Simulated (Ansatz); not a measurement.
## CH$_{6}$BClOSi: a changed input and its effect

System: CH$_{6}$BClOSi, SMILES CB(Cl)[SiH2]O.
Method of run 1: RKS r2SCAN-D4/def2-TZVPP (Ansatz 0.2.0).

The geometry comes from this level: PBE0-D4/def2-TZVP. Text and figures count atoms from 1; the logs count them from 0 in places.

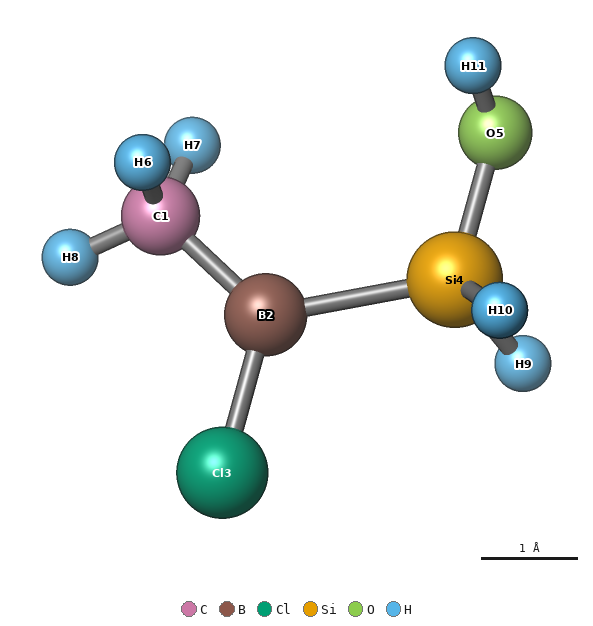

The structure as given in the input (ball-and-stick view, seen at a tilt; atoms are numbered from 1 in the order of the input).

Input file, run 1:
```yaml
crystal:
  periodic: [false, false, false]
  atoms:
    - {symbol: C, position_ang: [-1.023607, -1.160034, 0.739736]}
    - {symbol: B, position_ang: [0.303130, -0.354665, 0.774619]}
    - {symbol: Cl, position_ang: [1.341654, -0.457928, 2.193570]}
    - {symbol: Si, position_ang: [0.974830, 0.893385, -0.669840]}
    - {symbol: O, position_ang: [0.029546, 0.927371, -2.030575]}
    - {symbol: H, position_ang: [-1.825439, -0.461227, 1.023243]}
    - {symbol: H, position_ang: [-1.273645, -1.501432, -0.268455]}
    - {symbol: H, position_ang: [-1.062604, -1.996005, 1.440441]}
    - {symbol: H, position_ang: [2.313032, 0.440593, -1.130954]}
    - {symbol: H, position_ang: [1.115311, 2.262461, -0.086706]}
    - {symbol: H, position_ang: [-0.826807, 1.350379, -1.964578]}
basis:
  gaussian: {orbitals: def2-TZVPP}
hamiltonian: {xc: r2scan, dispersion: d4}
output: {forces: true, orbitals: {seedname: orbitals}}
```

Command:
```bash
ansatz run in.yaml --threads 4 --pin off --events-out ev --progress --plain --max-ram 10444MiB
```

Hardware: 4 threads of Arm Neoverse V2, 23 GiB of memory available, shared host.

Output (run 1):
```
Functional definition: r2SCAN
  parameter k0 = 0.174
  parameter k1 = 0.065
  parameter a1 = 4.9479
  exchange = r2scan_x(k0 = k0, k1 = k1, a1 = a1)
  correlation = r2scan_c
1436 factors; their error is unknown
mean field evaluation 1: about -24246.5440 eV, gradient 8.0e1 eV
mean field evaluation 2: about -24221.2933 eV, gradient 1.3e2 eV
mean field evaluation 4: about -24258.9768 eV, gradient 9.5e0 eV
mean field evaluation 8: about -24259.1714 eV, gradient 2.6e-1 eV
mean field evaluation 16: about -24259.1345 eV, gradient 4.5e-4 eV
mean field -24259.13445277 eV, -891.5067477073 hartree, gradient 4.9e-5 eV, S^2 0.000000; 0 other end points of the search recorded, 0 dependent functions left out
the calculation of the forces begins
reference -24259.13446600 eV, -891.5067481935 hartree; 28, 28 occupied and 233, 233 virtual orbitals, 1436 factors
Total energy: -24259.19539805 eV, -891.5089874049 hartree
Atom 0 at    -1.023607    -1.160034     0.739736 Å, force     0.012038    -0.016420    -0.001670 eV/Å
Atom 1 at     0.303130    -0.354665     0.774619 Å, force    -0.053647     0.023126    -0.121594 eV/Å
Atom 2 at     1.341654    -0.457928     2.193570 Å, force     0.093804    -0.007393     0.130021 eV/Å
Atom 3 at     0.974830     0.893385    -0.669840 Å, force     0.001844    -0.006362     0.056666 eV/Å
Atom 4 at     0.029546     0.927371    -2.030575 Å, force    -0.004894    -0.009943    -0.066488 eV/Å
Atom 5 at    -1.825439    -0.461227     1.023243 Å, force    -0.001470    -0.019066    -0.011893 eV/Å
Atom 6 at    -1.273645    -1.501432    -0.268455 Å, force    -0.017026     0.009043     0.016244 eV/Å
Atom 7 at    -1.062604    -1.996005     1.440441 Å, force    -0.015407     0.014295    -0.008861 eV/Å
Atom 8 at     2.313032     0.440593    -1.130954 Å, force    -0.012611     0.015493     0.008827 eV/Å
Atom 9 at     1.115311     2.262461    -0.086706 Å, force     0.022878    -0.013214     0.000324 eV/Å
Atom 10 at    -0.826807     1.350379    -1.964578 Å, force    -0.025509     0.010441    -0.001575 eV/Å
Dipole moment:    -0.459109     0.021882     0.029969 e Å
```

The input of run 2 differs as follows (lines with − go, lines with + come):
```diff
-hamiltonian: {xc: r2scan, dispersion: d4}
+hamiltonian: {xc: pbe, dispersion: d4}
```

Predict how the results change.

The total energies belong to different models, so their difference says nothing on which is more stable or more accurate. The largest force goes from 0.160 to 0.533 eV/Å. The HOMO goes from −6.49 to −6.21 eV. The LUMO goes from −2.41 to −2.66 eV. The dipole moment goes from 2.21 to 2.13 D. On the same kind of shared host run 2 took about 0.54 times as long.

Output (run 2):
```
Functional definition: PBE
  parameter kappa = 0.804
  parameter beta = 0.06672455060314922
  exchange = pbe_x(kappa = kappa, mu = beta*pi^2/3)
  correlation = pbe_c(beta = beta)
1436 factors; their error is unknown
mean field evaluation 1: about -24233.0279 eV, gradient 8.8e1 eV
mean field evaluation 2: about -24184.2272 eV, gradient 1.7e2 eV
mean field evaluation 4: about -24248.0591 eV, gradient 1.6e1 eV
mean field evaluation 8: about -24248.6240 eV, gradient 1.1e-1 eV
mean field evaluation 16: about -24248.5886 eV, gradient 6.7e-3 eV
mean field -24248.58857261 eV, -891.1191937598 hartree, gradient 5.5e-5 eV, S^2 0.000000; 0 other end points of the search recorded, 0 dependent functions left out
the calculation of the forces begins
reference -24248.58861854 eV, -891.1191954478 hartree; 28, 28 occupied and 233, 233 virtual orbitals, 1436 factors
Total energy: -24248.83155062 eV, -891.1281230367 hartree
Atom 0 at    -1.023607    -1.160034     0.739736 Å, force     0.120942     0.033162    -0.004069 eV/Å
Atom 1 at     0.303130    -0.354665     0.774619 Å, force    -0.002110     0.042633    -0.101613 eV/Å
Atom 2 at     1.341654    -0.457928     2.193570 Å, force     0.136987    -0.010337     0.179178 eV/Å
Atom 3 at     0.974830     0.893385    -0.669840 Å, force     0.070331    -0.082051     0.380667 eV/Å
Atom 4 at     0.029546     0.927371    -2.030575 Å, force     0.126433    -0.187756    -0.482198 eV/Å
Atom 5 at    -1.825439    -0.461227     1.023243 Å, force    -0.167780     0.118733     0.043872 eV/Å
Atom 6 at    -1.273645    -1.501432    -0.268455 Å, force    -0.067201    -0.060865    -0.196840 eV/Å
Atom 7 at    -1.062604    -1.996005     1.440441 Å, force    -0.021454    -0.164656     0.142019 eV/Å
Atom 8 at     2.313032     0.440593    -1.130954 Å, force     0.154270    -0.039445    -0.062957 eV/Å
Atom 9 at     1.115311     2.262461    -0.086706 Å, force     0.049529     0.156858     0.075433 eV/Å
Atom 10 at    -0.826807     1.350379    -1.964578 Å, force    -0.399948     0.193725     0.026508 eV/Å
Dipole moment:    -0.441887     0.018301     0.042798 e Å
```

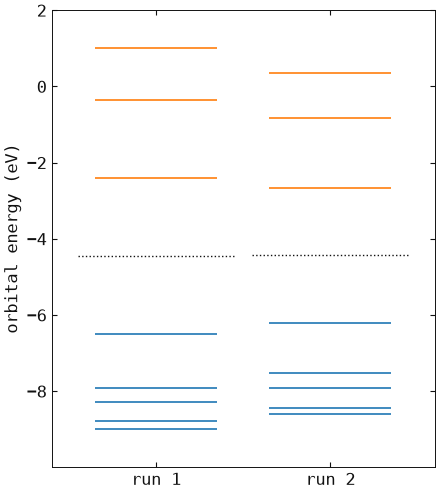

The five highest filled and three lowest empty orbital energies of the two runs; the dotted lines part filled from empty levels. The HOMO–LUMO gap is 4.08 eV in run 1 and 3.54 eV in run 2.

The two runs side by side:

| quantity | run 1 | run 2 |
| --- | --- | --- |
| outcome | converged | converged |
| total energy (hartree) | −891.508987 | −891.128123 |
| HOMO (eV) | −6.49 | −6.21 |
| LUMO (eV) | −2.41 | −2.66 |
| dipole moment (D) | 2.21 | 2.13 |
| largest force (eV/Å) | 0.160 | 0.533 |
| basis functions | 261 | 261 |
| wall time (shared host) | 4.4 s | 2.4 s |
